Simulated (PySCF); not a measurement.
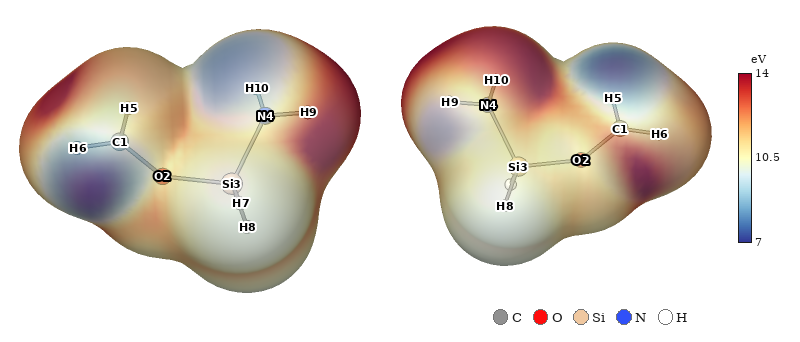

Figure 1: CH6NOSi, doublet, SMILES `[CH2]O[SiH2]N`. Average local ionisation energy on the surface of electron density 0.001 a.u. (back view left, front view right).

Level of theory: PBE0/6-31+G* (PySCF), at a geometry from GFN2-xTB. No frequency check shows the geometry to be a minimum. The stability of the open-shell solution wasn't checked. GFN2-xTB doesn't know the spin state, so this open-shell geometry is rough.

Input script:

```python
import numpy as np
from pyscf import gto, scf, dft
from pyscf.scf import atom_ks, atom_hf
from scipy.linalg import block_diag

def solve(mol, dm0=None, hcore=None):
    mf = (dft.UKS if mol.spin else dft.RKS)(mol, xc='pbe0')
    mf.grids.level = 3
    mf = mf.density_fit(auxbasis='def2-universal-jkfit')
    mf.conv_tol, mf.max_cycle = 1e-8, 80
    if hcore is not None:
        mf.get_hcore = lambda *args: hcore
    mf.kernel(dm0)
    if not mf.converged:
        mf = mf.newton().run(mf.mo_coeff, mf.mo_occ, max_cycle=30)
    assert mf.converged, 'SCF not converged'
    return mf

mol = gto.M(atom='''
C      1.89971     0.51071    -0.14072
O      0.97782    -0.35590     0.27551
Si    -0.59578    -0.58426    -0.08952
N     -1.43811     0.91466     0.05399
H      1.64298     1.30329    -0.81582
H      2.88420     0.39956     0.26893
H     -0.80680    -0.96162    -1.48718
H     -0.86493    -1.64078     0.88002
H     -2.41587     0.95461    -0.18097
H     -1.25273     1.50487     0.85064
''', basis='6-31+g*', charge=0, spin=1, verbose=4)
mf = solve(mol)
mf.analyze()
# spherically averaged free atoms, for the promolecule
atm = atom_ks.get_atm_nrks(mol, xc='pbe0')
pro = block_diag(*[(atm[a[0]][2] * atm[a[0]][3]) @ atm[a[0]][2].T for a in mol._atom])
np.savez('result.npz', e=mf.e_tot, c=mf.mo_coeff, occ=mf.mo_occ, eps=mf.mo_energy, pro=pro, dip=mf.dip_moment(verbose=0), s2=mf.spin_square()[0])
```

Command:

```sh
OMP_NUM_THREADS=1 python input.py
```

The run took 15 s on 1 thread of Arm Neoverse V2, on a shared host, peak memory 0.39 GiB.

Partitions, critical points and surface values were worked out afterwards from this run's density.

> Locate the minima of the map.

The lowest value is 7.1 eV, over C1, off the plane of its three bonds (2.1 Å). Further minima include 8.3 eV, 2.1 Å from N4; 9.2 eV, about equally far (2.0 Å) from N4, H9 and H10; 9.9 eV, 1.5 Å from H8. For comparison, the highest occupied orbital lies at −5.1 eV.
